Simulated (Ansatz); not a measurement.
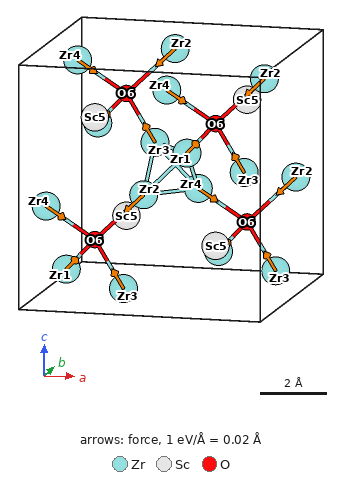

Starting geometry of solid Zr$_{4}$ScO (a generated structure, set up in F-43m) (coarse preliminary run) with the computed forces as orange arrows. A ball-and-stick model of the conventional cell (4 times the calculation's cell), seen slightly off an axis. Lengths and directions refer to the drawn axes.

All numbers below come from DFT PBE, scalar-relativistic, plane waves, PAW in Ansatz 0.2.0. Settings: plane-wave cutoff 420 eV; k-point mesh 4 × 4 × 4; occupations gaussian; smearing width 0.1 eV; no spin polarisation; cell and atoms relaxed; force threshold 0.04 eV/Å; at most 70 steps.

> What follows when this structure is relaxed?

It isn't relaxed: the largest force vector, on Zr atoms, is 44.07 eV/Å. The atoms end up moving mostly along the starting forces (cosine between the two patterns 1.00). After 9 accepted moves (12 points after the start) the energy has fallen by 5117 meV per atom. Largest force component: 25 eV/Å at the start, 0.003 eV/Å at the end. Pressure: 116.27 GPa at the start and 0.00 GPa at the end. The line search rejected the trial step at point 5 of the run. At 2 points the geometry stayed and the basis and grid were re-selected for the new cell (energy shift of 75.1 meV per atom at most each time). The largest moves relative to the cell, 0.41 Å, are those of Zr1, Zr2, Zr3 and Zr4. Zr2 goes along [−1 −1 −1]. Sc and O stay in place. Cell: a = b = c 7.591 → 8.986 Å (+18.4 %). Volume +65.9 %. Near-neighbour distances that change, for instance: Zr1–Zr2 1.927 → 2.951 Å, Zr1–Sc5 3.100 → 3.704 Å, Zr1–Zr2 (another image) 3.441 → 3.403 Å, Zr1–O6 2.107 → 2.084 Å. The space group stays F-43m (No. 216). Cost: 35 s on 1 thread of Intel(R) Xeon(R) 6975P-C (Granite Rapids) (shared host), peak memory 0.47 GiB.
